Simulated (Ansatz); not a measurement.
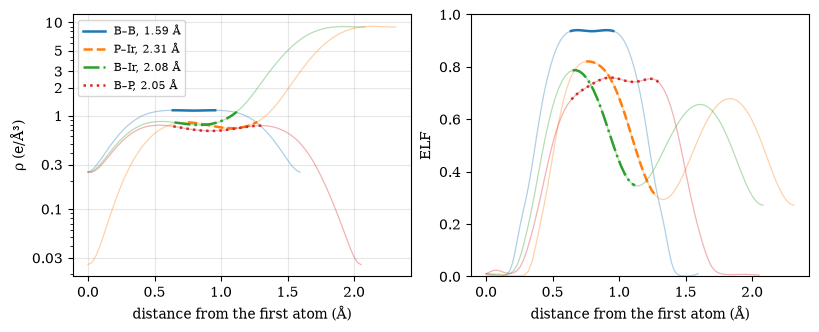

Figure. B₄PIr₂. Valence electron density and ELF along straight lines between neighbouring atoms. Thin, pale parts lie inside the atomic spheres.

Space group P-4m2; a structure generated by program, which may or may not match a known phase; computed without spin polarisation.

These are results of Ansatz 0.2.0, DFT PBE, scalar-relativistic, plane waves, PAW, not measurements.

Core electrons are frozen (PAW), and the valence fields are smoothed inside the atomic spheres.

```cif
data_structure
_symmetry_space_group_name_H-M 'P 1'
_symmetry_Int_Tables_number 1
_cell_length_a 3.8620
_cell_length_b 3.8620
_cell_length_c 5.6973
_cell_angle_alpha 90.000
_cell_angle_beta 90.000
_cell_angle_gamma 90.000
_cell_volume 84.98
loop_
_atom_site_label
_atom_site_type_symbol
_atom_site_fract_x
_atom_site_fract_y
_atom_site_fract_z
_atom_site_occupancy
B1 B 0.00000 0.00000 0.86016 1
B2 B 0.00000 0.00000 0.13984 1
B3 B 0.50000 0.50000 0.50000 1
B4 B 0.50000 0.50000 0.00000 1
P1 P 0.00000 0.00000 0.50000 1
Ir1 Ir 0.00000 0.50000 0.72378 1
Ir2 Ir 0.50000 0.00000 0.27622 1
```

**What can be read from the curves?**

B–B (1.59 Å): ρ is about 1.1 e/Å³ halfway; the ELF peaks at about 0.95 between the atoms.
P–Ir (2.31 Å): ρ at the midpoint is about 0.75 e/Å³; the ELF peaks at about 0.80 in the valence shell of P, 0.8 Å from its nucleus, and is about 0.45 at the midpoint.
B–Ir (2.08 Å): ρ at the midpoint is about 0.93 e/Å³, with its minimum of 0.8 e/Å³ about 0.8 Å from B; the ELF peaks at about 0.80 in the valence shell of B, 0.7 Å from its nucleus, and is about 0.40 at the midpoint.
B–P (2.05 Å): ρ at the midpoint is about 0.7 e/Å³; the ELF peaks at about 0.75 between the atoms.
